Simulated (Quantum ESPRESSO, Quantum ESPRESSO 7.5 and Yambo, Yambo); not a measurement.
## CdS (Hawleyite): one start, several treatments of the self-energy

Aim: compare treatments of exchange, screening and correlation for the gap of CdS (Hawleyite).

Main program and level: Quantum ESPRESSO 7.5 and Yambo 5.3.0; PBE and many-body steps on it, plane waves.

**What was measured.**

- Gap 2.42 eV: optical gap from inflexion point of photoacoustic spectrum, as-grown film; photoacoustic spectroscopy; film (as-grown chemical bath deposited film, about 0.25 um thick, deposited at 80 C) (“Study of the band--gap shift in CdS films: Influence of thermal annealing in different atmospheres”, 1995, arxiv:cond-mat/9501125).

### 1. The starting structure

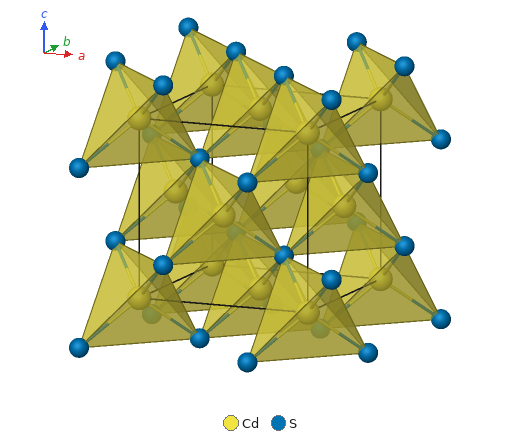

Start, viewed slightly off an axis; cadmium yellow, sulfur blue. This picture shows the conventional cell, with its axes. Some periodic images of atoms are drawn too.

The cell and positions come from the Crystallography Open Database and are kept as given unless a step says otherwise.

### 2. Empty states on the mesh, 4×4×4 mesh, 598 bands

This step: Quantum ESPRESSO 7.5; DFT, PBE, plane waves, norm-conserving pseudopotentials.

The sums over transitions need many empty states on a uniform mesh; this step solves for them.

The input, pw.in:

```
&control
  calculation = 'nscf'
  prefix = 'x'
  outdir = 'o'
  pseudo_dir = 'pseudo'
/
&system
  ibrav = 0
  nat = 2
  ntyp = 2
  ecutwfc = 94.0
  nbnd = 598
  force_symmorphic = .true.
/
&electrons
  conv_thr = 1e-9
  electron_maxstep = 80
  diago_full_acc = .true.
  diago_thr_init = 5e-6
/
ATOMIC_SPECIES
  Cd 112.41 Cd.upf
  S 32.06 S.upf
CELL_PARAMETERS angstrom
  -0.0000000000 2.9165000000 2.9165000000
  2.9165000000 -0.0000000000 2.9165000000
  2.9165000000 2.9165000000 -0.0000000000
ATOMIC_POSITIONS crystal
  Cd 0.0000000000 0.0000000000 0.0000000000
  S 0.2500000000 0.2500000000 0.2500000000
K_POINTS automatic
  4 4 4 0 0 0
```

Launch:

```sh
$ OMP_NUM_THREADS=1 mpirun -n 8 pw.x -nk 4 -in pw.in > pw.out
```

Output:

```text
Program PWSCF v.7.5 starts

     This program is part of the open-source Quantum ESPRESSO suite
     for quantum simulation of materials; please cite
         "P. Giannozzi et al., J. Phys.:Condens. Matter 21 395502 (2009);
         "P. Giannozzi et al., J. Phys.:Condens. Matter 29 465901 (2017);
         "P. Giannozzi et al., J. Chem. Phys. 152 154105 (2020);
     in publications or presentations arising from this work. More details at

     Atomic positions and unit cell read from directory:
     o/x.save/

     Message from routine setup:
[...]
65.8940  67.6525  67.7258  67.7258  68.1298  68.1298  69.2984  69.8215
     [... 63 further rows ...]
   291.2363 291.9563 293.3456 293.3456 295.2869 295.7413 295.9733 295.9733
   296.9716 297.5422 297.5422 297.8662 297.8662 298.5805

          k = 0.3536 0.0000 0.0000 (  5105 PWs)   bands (ev):

     [... further k-points ...]

     highest occupied, lowest unoccupied level (ev):     6.9821    8.1268

     XML data file, pseudopotentials, collected wavefunctions

=------------------------------------------------------------------------------=
   JOB DONE.
=------------------------------------------------------------------------------=
```

Elapsed: 81 s, on 8 MPI ranks of Arm Neoverse V2, shared host; peak memory 1.9 GiB; 11 min of CPU time.

This step gave:

```
gap                                                           : 1.145 eV
k of the valence top                                          : 0, 0, 0
k of the conduction bottom                                    : 0, 0, 0
least direct gap                                              : 1.145 eV
k points computed                                             : 8
lowest point of the top converged band, above the valence top : 288.4230 eV
```

On this mesh the gap is 1.145 eV.

The density comes from a self-consistent run that is not shown.

### 3. Conversion and set-up

This step: Yambo 5.3.0; conversion and set-up on PBE, plane waves, norm-conserving pseudopotentials.

The states are converted to the many-body program's format and the q mesh is built.

Launch:

```sh
$ (cd o/x.save; p2y > p2y.log; mv SAVE ../..); yambo > setup.log
```

Output:

```text
 Yambo, version 5.3.0

 [02] CORE Variables Setup
 =========================

  [02.01] Unit cells
  ==================

  Cell kind             :  FCC
  Atoms in the cell     :  Cd  S
  number of Cd atoms    :  1
  number of S  atoms    :  1

  List of atomic masses
  Mass of Cd    :  112.4100
  Mass of S     :  32.06000

  List of atomic coordinates    : [cc]
  Cd1       :  0.000000  0.000000  0.000000  order 1
  S1       :  2.755693  2.755693  2.755693  order 2

  Alat factors          :  5.511386  5.511386  5.511386 [a.u.]
  Direct lattice volume :  334.8209 [a.u.]
[...]
==========================================

 IBZ Q-points                                      :   8
 BZ  Q-points                                      :   64

 K/Q-points units:
 rlu = crystal or reduced units; cc = cartesian coordinates; iku = interal k-units

 Q [1]          [rlu]:  0.000000  0.000000  0.000000
 Q [2]          [rlu]: -0.40681E-17 -0.40681E-17  0.25000
 Q [3]          [rlu]:  0.81362E-17  0.81362E-17 -0.50000
[...]
Q [7]          [rlu]:  0.12428E-16 -0.50000     -0.50000
 Q [8]          [rlu]:  0.250000 -0.500000 -0.250000

  [03.01] X indexes
  =================

   [03.01.01] Sigma indexes
   ========================

 [06] Game Over & Game summary
```

Wall time 2.5 s (1 MPI rank); peak memory 0.25 GiB.

### 4. G0W0, Godby-Needs plasmon pole

G0W0 replaces the xc potential by the self-energy, built once from these orbitals. Only a window of levels is corrected, while the sums run over the empty bands that the input names.

This step: G0W0 on PBE, plane waves, norm-conserving pseudopotentials.

The input, gw2.in:

```
HF_and_locXC
gw0
dyson
ppa
em1d
rim_cut
RandQpts= 1000000
RandGvec= 1 RL
EXXRLvcs= 94 Ry
VXCRLvcs= 376 Ry
Chimod= "HARTREE"
% BndsRnXp
 1 | 251 |
%
NGsBlkXp= 17 Ry
% LongDrXp
 1 | 1 | 1 |
%
% GbndRnge
 1 | 251 |
%
DysSolver= "n"
ExtendOut
PPAPntXp= 27.21138 eV
% QPkrange
 1 | 1 | 12 | 15 |
%
```

Launch:

```sh
$ OMP_NUM_THREADS=1 mpirun -n 8 yambo -F gw2.in -J gw2 -C gw2 > gw2.log
```

Output:

```text
 Yambo, version 5.3.0

 [02] CORE Variables Setup
 =========================

  [... cell, symmetries and grids as in the set-up ...]

  [02.05] Energies & Occupations
  ==============================

  [X] === General ===
  [X] Electronic Temperature                        :  0.000000  0.000000 [eV K]
  [X] Bosonic    Temperature                        :  0.000000  0.000000 [eV K]
  [X] Finite Temperature mode                       : no
  [X] El. density                                   :  0.52403E+24 [cm-3]
  [X] Fermi Level                                   :  6.982053 [eV]

  [X] === Gaps and Widths ===
  [X] Conduction Band Min                           :  1.144727 [eV]
  [X] Valence Band Max                              :  0.000000 [eV]
  [X] Filled Bands                                  :  13
  [X] Empty Bands                                   :    14   598
  [X] Direct Gap                                    :  1.144727 [eV]
  [X] Direct Gap localized at k                     :  1
  [X] Indirect Gap                                  :  1.144727 [eV]
  [X] Indirect Gap between kpts                     :  1  1
  [X] Last valence band width                       :  2.183509 [eV]
  [X] 1st conduction band width                     :  4.279643 [eV]

 [03] Transferred momenta grid and indexing
 ==========================================

 IBZ Q-points                                      :   8
 BZ  Q-points                                      :   64

 K/Q-points units:
 rlu = crystal or reduced units; cc = cartesian coordinates; iku = interal k-units

 Q [1]          [rlu]:  0.000000  0.000000  0.000000
 Q [2]          [rlu]: -0.40681E-17 -0.40681E-17  0.25000
 Q [3]          [rlu]:  0.81362E-17  0.81362E-17 -0.50000
 Q [4]          [rlu]: -0.62139E-17  0.25000      0.25000
 Q [5]          [rlu]: -0.38278E-17  0.25000      0.50000
 Q [6]          [rlu]:  0.81362E-17  0.25000     -0.25000
 Q [7]          [rlu]:  0.12428E-16 -0.50000     -0.50000
 Q [8]          [rlu]:  0.250000 -0.500000 -0.250000

 [04] Coloumb potential Random Integration (RIM)
 ===============================================

  [04.01] RIM initialization
  ==========================

  * Diagonal components only detected *

  8 x (sBL volume)        :  0.092606 [a.u.]
  sBZ random points       :  1000000
  Points outside the sBZ  :   7987327
  RL volume               :  0.740845 [a.u.]
  Integrated volume       :  0.742020 [a.u.]

  [04.02] RIM integrals
  =====================

  Gamma point sphere radius             :  0.082066 [a.u.]
  Points outside the sphere             :   799513
  [Int_sBZ(q=0) 1/q^2]*(Vol_sBZ)^(-1/3) =:  7.764325
                                 should be <:  7.795600

  Summary of Coulomb integrals for non-metallic bands |Q|[au] RIM/Bare

  Q [1] 0.100000E-4 0.995988 * Q [2] 0.246825 1.065884
  Q [4] 0.285009 1.064810 * Q [6] 0.403064 1.027704
  Q [5] 0.472634 1.020409 * Q [3] 0.493651 1.018308
  Q [7] 0.570019 1.014905 * Q [8] 0.637300 1.011860

 [WARNING] [Xp] User bands 1-251 break level degeneracy

 [05] Dipoles
 ============

  [05.01] Setup: observables and procedures
  =========================================

 [06] Dynamic Dielectric Matrix (PPA)
 ====================================

 [SLK-Inversion]  Pools        :  2
 [SLK-Inversion]  BLACS grid   :  2  2

 [WR./gw2//ndb.pp]---------------------------------------------------------------
  Brillouin Zone Q/K grids (IBZ/BZ)                :    8   64    8   64
  RL vectors                                       :   6183 [WF]
  Coulomb cutoff potential                         : none
  Electronic Temperature                           :  0.000000 [K]
  Bosonic    Temperature                           :  0.000000 [K]
  PPA    diel. fun.  energies                      : Perdew, Burke & Ernzerhof(X)+Perdew, Burke & Ernzerhof(C)
  wavefunctions                                    : Perdew, Burke & Ernzerhof(X)+Perdew, Burke & Ernzerhof(C)
  Global Gauge                                     : length
  X matrix size                                    :   459
  X band range                                     :    1  251
  X e/h energy range                               : -1.000000 -1.000000 [eV]
  X Time ordering                                  : R
  X Hxc Kernel                                     : HARTREE
  X Drude frequency                                :  0.000000  0.000000
  X poles                                          :  100.0000 [o/o]
  RL vectors in the sum                            :   6183
  [r,Vnl] included                                 : yes
  Field direction                                  :  0.577350E-5  0.577350E-5  0.577350E-5
  BZ energy Double Grid                            : no
  BZ energy DbGd points                            : 0
  BZ Q point size factor                           : -1.000000
  X Optical Averaged directions                    : none

 [07] Local Exchange-Correlation + Non-Local Fock
 ================================================

 [VXC] Plane waves :   41151
 [EXS] Plane waves :   5161

 QP @ state[ 1 ] K range:  1  1
 QP @ state[ 1 ] b range:  12  15

 [xc] Functional : Perdew, Burke & Ernzerhof(X)+Perdew, Burke & Ernzerhof(C)
 [xc] LIBXC used to calculate xc functional
  PP Number of Atomic Species                      :  2
  NLCC RL compoments                               :   41151
  PP Number of Atomic Species                      :  2
  NLCC RL compoments                               :   41151

 [xc] E_xc :  -17.59455 [Ha]
      E_xc :  -35.18910 [Ry]

  Local XC kind (lXC) : Perdew, Burke & Ernzerhof(X)+Perdew, Burke & Ernzerhof(C)
  Non-Local XC kind (nlXC) : Hartree-Fock

  Corrections @ K [1] :  [eV]
 <12|nlXC|12> = -18.34335 -0.22510E-17 <12|lXC|12> = -15.38910  0.14161E-15
 <13|nlXC|13> = -18.34341 -0.25956E-17 <13|lXC|13> = -15.38910 -0.94408E-16
 <14|nlXC|14> = -6.737010  0.54721E-17 <14|lXC|14> = -10.63635  0.94408E-16
 <15|nlXC|15> = -5.838178  0.49252E-17 <15|lXC|15> = -10.64223  0.23602E-16

 [08] Dyson equation: Newton solver
 ==================================

  [08.01] G0W0 (W PPA)
  ====================

  [  GW  ] Bands range     :    1  251
  [GW/PPA] G damping       :  0.100000 [eV]

  QP @ state[ 1 ] K range:  1  1
  QP @ state[ 1 ] b range:  12  15

   Sc/G bands                                       :    1  251
   Sc/G damping                                     :  0.100000 ev
   Sc bands terminator                              : no
   Sx RL components                                 :   5161

   QP @ state[ 1 ] K range                          :  1  1
   QP @ state[ 1 ] b range                          :  12  15
   GF energies kind                                 : Perdew, Burke & Ernzerhof(X)+Perdew, Burke & Ernzerhof(C)
   GF WF`s kind                                     : Perdew, Burke & Ernzerhof(X)+Perdew, Burke & Ernzerhof(C)
   Xs energies kind                                 : Perdew, Burke & Ernzerhof(X)+Perdew, Burke & Ernzerhof(C)
   Xs WF`s kind                                     : Perdew, Burke & Ernzerhof(X)+Perdew, Burke & Ernzerhof(C)

 [11] Game Over & Game summary
```

Elapsed: 2.8 min, on 8 MPI ranks; peak memory 4.3 GiB.

Numbers from this step:

| Property | Result |
| --- | --- |
| G0W0 gap on the points computed | 2.195 eV |
| starting gap on the mesh | 1.145 eV |
| k of the valence top | 0, 0, 0 |
| k of the conduction bottom | 0, 0, 0 |
| least direct G0W0 gap on the computed points | 2.195 eV |
| Z at the valence top | 0.7854 |
| Z at the conduction bottom | 0.8152 |

The gap on the mesh goes from 1.14 eV to 2.20 eV, a correction of +1.05 eV.

[end of part 1 of 2]

[Paths, hosts, dates, memory and timing lines, banners, echoed tables and standing remarks are left out of the program output.]

[Logs are printed without paths, hosts, clocks, repeated set-up lines and the standing remarks that a program may print on its own settings, such as how far it seeks lower states.]

[Runs of the session that timed out or met a known fault of the program may be left out.]

[Hosts, paths, dates, database ids (printed as entryN), source tags and the programs' standing remarks are cut or masked in the printed files.]
